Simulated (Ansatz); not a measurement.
# Phonons of Sn2W in the AlB2 type, part 3 of 3

Question: is the lattice of Sn2W in the AlB2 type stable, and if so, what are its coupling constant and resistivity?

Ansatz 0.2.0; DFT LDA, scalar-relativistic, plane waves, PAW; PAW set soft_1.

So far, highest frequency, solved or plainly interpolated (cm⁻¹): step 5 (phonons by linear response: q 2×2×2, k 4×4×6) 231. Also lowest on path (cm⁻¹): step 5 -93.7. The relaxed cell has a = 4.964, c = 2.800 Å (conventional setting).

The structure was built from a prototype and need not be the compound's stable phase.

## 6. Lattice stability: q 3×3×2, k 6×6×8 (continued)

No LO-TO term; unit eigenvectors of the mass-weighted matrix. The modes at Γ (shares of kinetic energy by element, %) (negative means imaginary):

```
mode  frequency (cm⁻¹)  symmetry  W %  Sn %
   1             -94.4       A2u   56    44
   2             -67.5       B1g    0   100
   3               0.0   unnamed   44    56
   4               0.0   unnamed   44    56
   5               0.0   unnamed   44    56
   6              61.3       E1u   56    44
   7              61.3       E1u   56    44
   8             174.7       E2g    0   100
   9             174.7       E2g    0   100
```

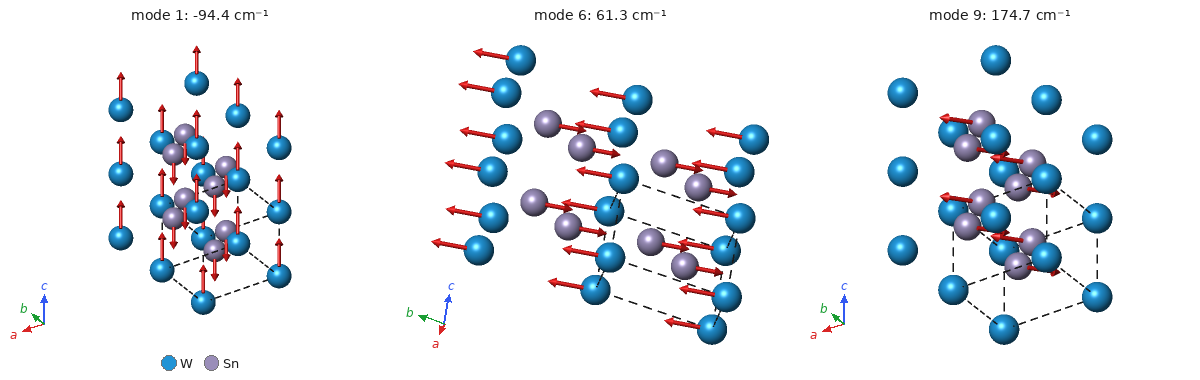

Displacement patterns of modes 1, 6 and 9 at Γ; arrows are exaggerated. 1×2×2 cells are drawn. Some periodic images of atoms are drawn too.

Among the solved wavevectors the lowest mode, translations apart, is -94.4 cm⁻¹, imaginary.

## 7. Phonons: Fermi–Dirac smearing of 0.3 eV

The phonons are repeated on the same meshes with a wide Fermi–Dirac smearing, to see whether the soft mode comes from sharp features of the Fermi surface.

The input, input.yaml:

```yaml
crystal:
  lattice:
    - [4.9637388275, 0.0, 0.0]
    - [-2.4818694137, 4.2987239223, 0.0]
    - [0.0, 0.0, 2.7998620807]
  atoms:
    - { symbol: W, position: [0.0, 0.0, 0.0] }
    - { symbol: Sn, position: [0.3333333333, 0.6666666667, 0.5] }
    - { symbol: Sn, position: [0.6666666667, 0.3333333333, 0.5] }
kpoints:
  mp_grid: { grid: [6, 6, 8] }
hamiltonian:
  xc: lda
  pseudopotentials: { kind: paw, azcp: { folder: soft_1 }, xc_functional: pbe }
scf:
  occupations: { method: fermi_dirac, width: 0.3 }
output:
  eigenvalues: true
phonons:
  method: dfpt
  qmesh: [3, 3, 2]
  temperatures: { t_max: 1000, t_step: 50 }
  qpath:
    path:
      - [[0.0, 0.0, 0.0], [0.5, 0.0, 0.0], [0.33333333, 0.33333333, 0.0], [0.0, 0.0, 0.0], [0.0, 0.0, 0.5], [0.5, 0.0, 0.5], [0.33333333, 0.33333333, 0.5], [0.0, 0.0, 0.5]]
      - [[0.5, 0.0, 0.5], [0.5, 0.0, 0.0]]
      - [[0.33333333, 0.33333333, 0.5], [0.33333333, 0.33333333, 0.0]]
    npoints: 10
```

On the command line:

```console
$ ansatz run input.yaml --threads 4 --pin off --max-ram 12288MiB --backend cpu --events-out ev --progress --plain --runs-dir out
```

Numbers of over 12 decimals in the logs are rounded to 6 here.

What it wrote:

```text
[...]
band count auto-derived: 28 (N_el = 42.0; filled up to band 21; 26 by the electrons, moments and atoms)
[...]
Crystal: 3 atoms, lattice volume = 59.743 Å³
Basis set: ecut = 420 eV, 1191 PW (Γ), exchange–correlation on 72×72×40 points (8 copies of the dense FFT grid, shifted against one another)
Bands: 28, of which v1, the nominal top of the filled ones, is band 21 counted from 1 (20 counted from 0)
Symmetry: 24 space group operations
k-points: 35 of 288
[...]
SCF iter   1: F=—  HF=-21888.019316 eV  |F-HF|=—  |Δ(HF+E_count)|=         —  Δρ=4.63e-2  dr2=2.34e0  ethr=3.10e-3  ⟨swp⟩=5.8  Hψ=4365  notcnv=0
[...]
SCF iter  10: F=-21887.522489 eV  HF=-21887.522489 eV  |F-HF|=1.09e-11  |Δ(HF+E_count)|=  4.00e-11  Δρ=6.97e-8  dr2=3.29e-12  ethr=1.00e-12  ⟨swp⟩=5.1  Hψ=4487  notcnv=0
SCF 1 converged in 10 iterations: F = -21887.522489 eV  dr2 = 3.29e-12
[...]
SCF iter   7: F=-21887.522489 eV  HF=-21887.522489 eV  |F-HF|=7.28e-12  |Δ(HF+E_count)|=  7.28e-12  Δρ=2.92e-9  dr2=3.23e-15  ethr=1.00e-12  ⟨swp⟩=1.0  Hψ=2100  notcnv=0
SCF 2 converged in 7 iterations: F = -21887.522489 eV  dr2 = 3.23e-15
[...]
WARN: eigensolver did not converge in 2 slots of this pass, the one above among them; of largest residual over every band (k=0): 1 band(s) unlocked (lowest unlocked band 27, counted from 0; max residual 9.45e-5 eV among the unlocked bands, 9.45e-5 eV over every band); of lowest unlocked band (k=0): band 27
[...]
SCF converged after 10 iterations
Free energy (F): -21887.522489 eV
[...]
Internal energy: -21886.889496 eV  (E = F + TS)
E sigma→0 (E₀):  -21887.205992 eV
Entropy (-TS):   -0.632993 eV (-210.998 meV/atom)
Fermi energy:    16.401233 eV
[...]
--- Band table (eV; the first three rows and the last of 35) ---
  k-point 0: bands = [... 17 lower, 11.2502, 12.5250, 15.3243, 15.3243, 18.2182, 18.2182, 18.2438, 18.9933, ... 3 higher]
  k-point 1: bands = [... 17 lower, 11.5763, 13.2003, 15.0035, 15.0035, 18.0244, 18.4169, 18.4169, 18.9303, ... 3 higher]
  k-point 2: bands = [... 17 lower, 12.5158, 14.2327, 14.2327, 14.3823, 16.6288, 18.5504, 18.5504, 19.1937, ... 3 higher]
  k-point 34: bands = [... 17 lower, 11.8712, 13.4939, 14.9941, 15.6323, 15.6323, 16.8435, 16.8435, 21.7043, ... 3 higher]
[...]
ASR residual: 8.097e-4 → 0.000e0 eV/Å²; symmetrization residual: 1.777e-5 eV/Å²
  ASR residual per site (eV/Å²): 8.10e-4 2.12e-5 2.12e-5
  Γ frequencies (cm⁻¹): -79.68 -63.75 0.00 0.00 0.00 63.65 63.65 178.69 178.69
--- Phonons (arbitrary-q DFPT): 6 irreducible q on the 3×3×2 mesh ---
[...]
interpolated dispersion: 93 rows × 9 modes
[...]
```

Wall time 69 s (4 threads of AMD EPYC 9B14 (Zen 4), shared host); peak memory 0.83 GiB; 4.3 min of CPU time.

Numbers from this step:

```
share of imaginary modes in the plain interpolation between solved wavevectors : 0.2596
highest frequency, solved or plainly interpolated                              : 223 cm⁻¹
```

Solved on the 3×3×2 mesh alone; all other wavevectors are interpolated. Phonon branches along the path, in cm⁻¹:

| point | branch 1 | branch 2 | branch 3 | branch 4 | branch 5 | branch 6 | branch 7 | branch 8 | branch 9 |
| --- | --- | --- | --- | --- | --- | --- | --- | --- | --- |
| Γ | -80 | -64 | 0 | 0 | 0 | 64 | 64 | 179 | 179 |
| M | -72 | -62 | -49 | -25 | 23 | 55 | 92 | 161 | 182 |
| K | -74 | -56 | -56 | -53 | 23 | 23 | 131 | 131 | 191 |
| Γ | -80 | -64 | 0 | 0 | 0 | 64 | 64 | 179 | 179 |
| A | -43 | -27 | -27 | 29 | 29 | 151 | 151 | 196 | 223 |
| L | -66 | -44 | 47 | 65 | 67 | 132 | 162 | 207 | 214 |
| H | -73 | -45 | 59 | 59 | 104 | 104 | 162 | 210 | 210 |
| A | -43 | -27 | -27 | 29 | 29 | 151 | 151 | 196 | 223 |
| jump to L | -66 | -44 | 47 | 65 | 67 | 132 | 162 | 207 | 214 |
| M | -72 | -62 | -49 | -25 | 23 | 55 | 92 | 161 | 182 |
| jump to H | -73 | -45 | 59 | 59 | 104 | 104 | 162 | 210 | 210 |
| K | -74 | -56 | -56 | -53 | 23 | 23 | 131 | 131 | 191 |

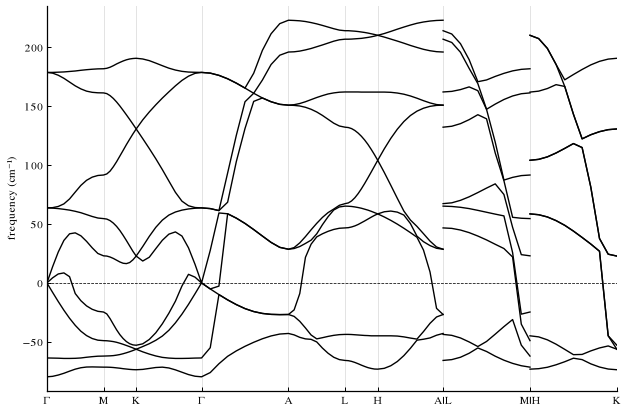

Phonon branches along the path.

Among the solved wavevectors the lowest mode, translations apart, is -79.7 cm⁻¹, imaginary.

## 8. Outcome

```
phonon run of the rows without a label of their own : LDA, q 3×3×2, k 6×6×8
softest mode on the q mesh                          : -94.4 cm⁻¹ at q = (0, 0, 0)
highest frequency, solved or plainly interpolated   : 225 cm⁻¹
```

What this shows: The lattice is dynamically unstable at this level: a mode at q = (0, 0, 0) is imaginary, 94.4i cm⁻¹, so no harmonic coupling constant or resistivity is defined for this structure. These meshes are coarse, and single modes of a metal can move by tens of cm⁻¹ with the k mesh. Spin–orbit coupling, left out here, matters for W. The phonon runs are not spin-polarised. The PAW files were made for PBE; under other functionals the run regenerates their frozen core. The structure was built by hand as an ordered model, and its stability against other phases was not tested.

[Logs are printed without paths, hosts, clocks, repeated set-up lines and the standing remarks that a program may print on its own settings, such as how far it seeks lower states.]

[Hosts, paths, dates, database ids (printed as entryN), source tags and the programs' standing remarks are cut or masked in the printed files.]
